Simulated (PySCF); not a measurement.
# CoSCl: structure of the singlet

The task is one start of a wider search on CoSCl: the singlet, from a bent start. It is relaxed, tested by its Hessian and followed downhill if it is a saddle.

Method: PBE0, basis Co def2-TZVP, S def2-TZVP, Cl def2-TZVP, no relativity, density fitting; program: PySCF 2.14.0.

## 1. The starting structure

3 atoms, charge 0, spin multiplicity 1.

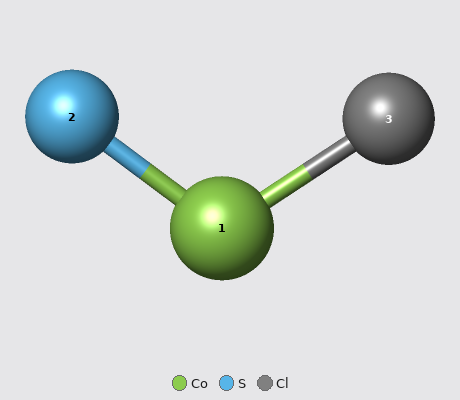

Start geometry, drawn with cobalt green, sulfur blue, chlorine grey; atoms are numbered from 1 in the order of the file.

Z-matrix (Å, degrees; charge 0 multiplicity 1):
```
Co
S  1 1.9699
Cl 1 2.1000 2 110.00
```

## 2. Bent start, singlet: relaxation

One driver script runs all steps and calls PySCF; scf.py shows how it sets up the SCF of each step. The optimiser is the driver's own. Before each start the driver seeks the lowest SCF state from one or more starting densities and follows internal instabilities, so scf.py alone need not reach the same state.

The program finds Cs symmetry in the start, which this walk keeps.

scf.py

```python
from pyscf import gto, scf, dft
mol = gto.M(atom='''
Co    -0.068005     0.000000    -0.621615
S     -1.681705     0.000000     0.508285
Cl     1.652195     0.000000     0.582885''',
    basis={'Co': 'def2-TZVP', 'S': 'def2-TZVP', 'Cl': 'def2-TZVP'},
    charge=0, spin=0)
mf = dft.RKS(mol, xc='PBE0')
mf.grids.atom_grid = (50, 194)
aux = {'Co': 'def2-universal-JKFIT', 'S': 'def2-universal-JKFIT', 'Cl': 'def2-universal-JKFIT'}
mf = mf.density_fit(auxbasis=aux)
mf.kernel()
```

The optimiser's trace:

```csv
step,energy (Eh),change (kJ/mol),largest symmetric gradient (Eh/bohr)
0,-2240.640719,0.00,0.03361
1,-2240.644311,-9.43,0.01521
2,-2240.645792,-13.32,0.00621
3,-2240.646600,-15.44,0.00656
4,-2240.647730,-18.41,0.00633
5,-2240.647848,-18.72,0.00316
6,-2240.647897,-18.85,0.00153
7,-2240.647908,-18.88,0.00083
8,-2240.647910,-18.88,0.00021
```

The walk took 13 s on 4 threads, shared host.

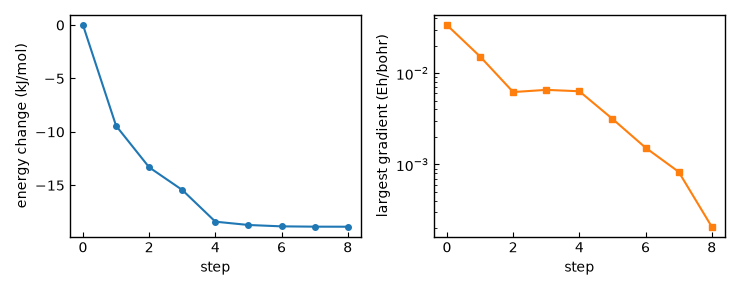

How energy and gradient fall.

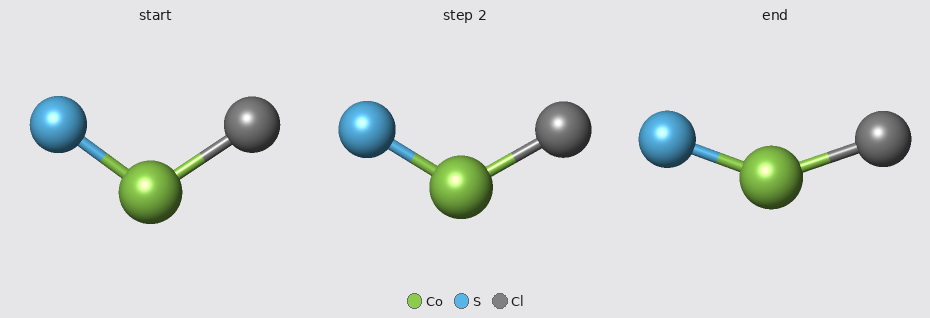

Start and end of the relaxation, with a step between.

It settles in Cs symmetry, 18.9 kJ/mol below the start, after 8 steps: Co–Cl 2.038 Å, Co–S 1.908 Å; Cl–Co–S 140.8°.

## 3. Is it a minimum? Harmonic modes

The point is checked on the finer grid, and tightened if its gradient asks for it. The Hessian and the dipole derivatives come from central differences of analytic gradients, with steps of 0.01 bohr.

scf.py: that of step 2 with these lines changed.

```diff
@@ -3,3 +3,3 @@
-Co    -0.068005     0.000000    -0.621615
-S     -1.681705     0.000000     0.508285
-Cl     1.652195     0.000000     0.582885''',
+Co    -0.071723     0.000000    -0.368054
+S     -1.870701     0.000000     0.271271
+Cl     1.831031     0.000000     0.361409''',
@@ -9 +9 @@
-mf.grids.atom_grid = (50, 194)
+mf.grids.atom_grid = (75, 302)
```

The driver hands on the density of the step before, so the log starts near convergence.

SCF at the final geometry:

```text
init E= -2240.64774370403
  HOMO = -0.288865288134008  LUMO = -0.176194716316586  gap/eV = 3.06592
cycle= 1 E= -2240.64774363508  delta_E= 6.89e-08  |g|= 0.00073  |ddm|= 0.000283
  HOMO = -0.288793802574625  LUMO = -0.176064451282921  gap/eV = 3.06752
cycle= 2 E= -2240.6477395499  delta_E= 4.09e-06  |g|= 0.00573  |ddm|= 0.00204
  HOMO = -0.288863750075235  LUMO = -0.176186080939968  gap/eV = 3.06612
cycle= 3 E= -2240.64774370307  delta_E= -4.15e-06  |g|= 9.88e-05  |ddm|= 0.00175
  HOMO = -0.288859747838255  LUMO = -0.176182612182623  gap/eV = 3.06610
cycle= 4 E= -2240.64774370572  delta_E= -2.66e-09  |g|= 4.92e-06  |ddm|= 7.63e-05
  HOMO = -0.288859910776978  LUMO = -0.176182855081007  gap/eV = 3.06610
cycle= 5 E= -2240.6477437059  delta_E= -1.77e-10  |g|= 3.74e-06  |ddm|= 5.07e-05
  HOMO = -0.288860028979484  LUMO = -0.176183019453175  gap/eV = 3.06610
cycle= 6 E= -2240.6477437061  delta_E= -2.02e-10  |g|= 4.81e-06  |ddm|= 8.27e-05
  HOMO = -0.288860150260672  LUMO = -0.176183209227271  gap/eV = 3.06610
cycle= 7 E= -2240.64774370616  delta_E= -5.37e-11  |g|= 1.58e-06  |ddm|= 6.01e-05
  HOMO = -0.288859938991991  LUMO = -0.176182882817205  gap/eV = 3.06610
Extra cycle  E= -2240.64774370614  delta_E= 1.27e-11  |g|= 1.19e-05  |ddm|= 5.12e-06
converged SCF energy = -2240.64774370614
```

The whole step took 36 s.

Geometry: Cs; Co–Cl 2.038 Å, Co–S 1.909 Å; Cl–Co–S 139.5°.

Modes, for the most abundant isotopes:

| symmetry | ω (cm⁻¹) | IR (km/mol) | type |
| --- | --- | --- | --- |
| a' | 71 | 4.4 | bend |
| a' | 425 | 35.0 | stretch |
| a' | 617 | 63.7 | stretch |

All wavenumbers are real: a minimum.

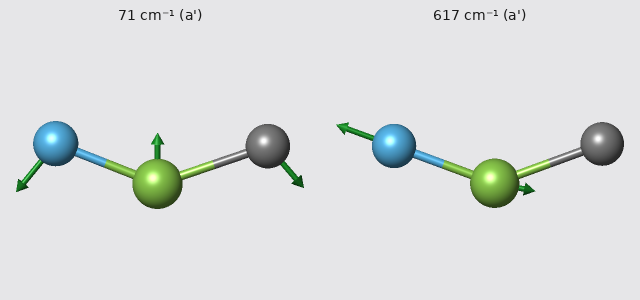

How the atoms move in 2 of the modes.

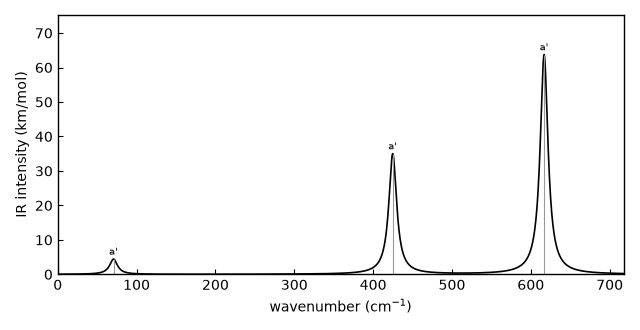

The harmonic infrared spectrum (widths in cm⁻¹). Lines are broadened to a width of 12 cm⁻¹ (Lorentzian).

Properties at this point:

```
Dipole moment                                                   : 1.37 D
Highest occupied level                                          : -7.86 eV
Lowest empty level                                              : -4.79 eV
Rotational constants                                            : 1.157, 0.07337, 0.06899 cm⁻¹
Zero-point energy                                               : 6.7 kJ/mol
Principal polarisabilities                                      : 35.7, 43.0, 98.6 bohr³
Atomisation energy without zero-point energy                    : 498 kJ/mol
Principal traceless quadrupole moments about the centre of mass : -2.53, 1.21, 1.32 D Å
Entropy at 298.15 K and 1 bar                                   : 297.0 J/(mol K)
Heat capacity Cp at 298.15 K                                    : 51.6 J/(mol K)
Enthalpy at 298.15 K above 0 K                                  : 13.14 kJ/mol
Rotational symmetry number                                      : 1
```

Populations by atom (charges in e):

```tsv
atom	Mulliken	Löwdin	polar tensor	Mayer order to Co1
Co1	0.61	-0.41	0.86	–
S2	-0.28	0.27	-0.33	2.24
Cl3	-0.33	0.13	-0.53	1.06
```

Mulliken populations on Co1: s 6.50, p 12.26, d 7.62, f 0.00.

## 4. Would spin polarisation lower it?

At the lowest minimum the closed shell is tested against spin polarisation, on the (50, 194) grid. It is unstable: an open-shell solution lies lower. That solution was not followed to a minimum here.

## 5. Outcome

```
                            quantity                                                           value
                             minimum  singlet, Cs (closed shell, unstable towards spin polarisation)
                            geometry                     Co–Cl 2.038 Å, Co–S 1.909 Å; Cl–Co–S 139.5°
                  wavenumbers (cm⁻¹)                                     71 (a'), 425 (a'), 617 (a')
                       dipole moment                                                          1.37 D
highest occupied, lowest empty level                                                 -7.86, -4.79 eV
          polar-tensor charge of Co1                                                         +0.86 e
                   zero-point energy                                                      6.7 kJ/mol
```

What this shows: The molecule stays Cs, as typed, and the end point is a minimum. The strongest infrared band lies at 617 cm⁻¹ (a', stretch). Other starts or spin states, not run here, may lie lower. Modes under about 90 cm⁻¹ are uncertain by tens of cm⁻¹. The closed shell proved unstable towards spin polarisation, so a lower open-shell solution exists.

The search up to here took 60 s.
